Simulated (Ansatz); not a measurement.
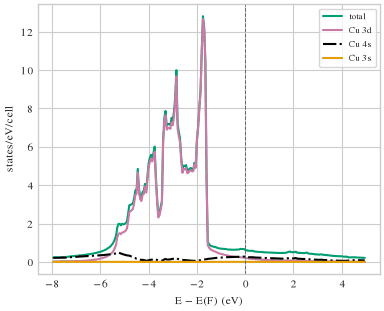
Figure: Total and projected density of states of Cu (hcp (Mg type), P6_3/mmc), the program Ansatz at the r²SCAN level (PAW)

Question: Which orbitals carry the states next to the Fermi level?

Answer: Within 0.5 eV of the Fermi level: Cu 4s 41 %, Cu 3d 34 %, outside the projected shells 24 %. Projections are on Löwdin-orthogonalised atomic valence shells; empty p or d shells of many metals are not among them.

Question: Where is the tallest occupied peak in this window, and what makes it?

Answer: Near -1.8 eV, about 13 states/eV per cell; the largest projected share is Cu 3d.

The first step of the workflow began from a Materials Project structure, measured or hypothetical; the Crystallography Open Database copy checked does not list it. It is not the phase usual at ambient conditions (space group No. 225). The cell was relaxed with r²SCAN under the symmetry of its start; of distortions, only those at the zone centre were tested. No spin polarisation was allowed.

Potentials: the earlier of the program's two PAW sets.
